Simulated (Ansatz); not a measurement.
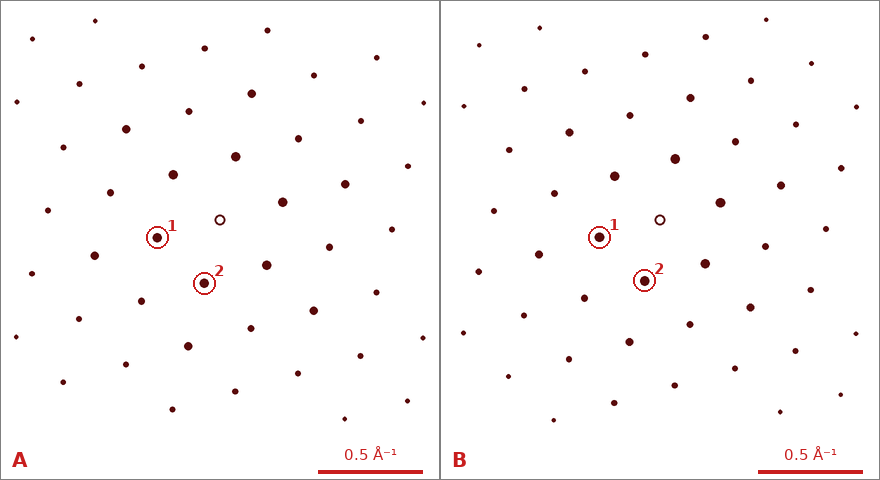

Kinematic electron diffraction patterns (300 kV, B = 0.5 Å², same scale) along [111] of the run's own cell, for the start and the end of one relaxation of Cs2KVN6 with DFT, PAW plane waves, r2scan in Ansatz 0.2.0. k mesh 7×7×7. The start is a generated model structure, and the relaxation ends in the nearest stationary point of its symmetry, not necessarily the ground state. Spot 1 is -1 0 1 and spot 2 is 0 -1 1 in both.

Start structure:

```
N K V Cs
1.0
     0.00000    4.48259    4.48259
     4.48259    0.00000    4.48259
     4.48259    4.48259    0.00000
N K V Cs
6 1 1 2
Direct
  0.78500 0.21500 0.21500
  0.21500 0.78500 0.21500
  0.21500 0.78500 0.78500
  0.78500 0.21500 0.78500
  0.21500 0.21500 0.78500
  0.78500 0.78500 0.21500
  0.50000 0.50000 0.50000
  0.00000 0.00000 0.00000
  0.25000 0.25000 0.25000
  0.75000 0.75000 0.75000
```

Which pattern belongs to the start structure, and which to the relaxed one?

A is the start: its cell gives d(1) = 3.170 Å, d(2) = 3.170 Å and an angle of 60.0°. B is the relaxed structure, with d(1) = 3.284 Å (+3.6 %), d(2) = 3.284 Å (+3.6 %) and 60.0°.

Summarise the relaxation behind the change.

The volume changed by +11.3 % to 20.04 Å³ an atom; with the mean shift removed, the atoms moved by up to 0.15 Å relative to the cell (N most); the space group stayed Fm-3m (No. 225); the free energy fell by 95 meV an atom. Relaxed cell: a = 6.569 Å, b = 6.569 Å, c = 6.569 Å, α = 60.00°, β = 60.00°, γ = 60.00°.
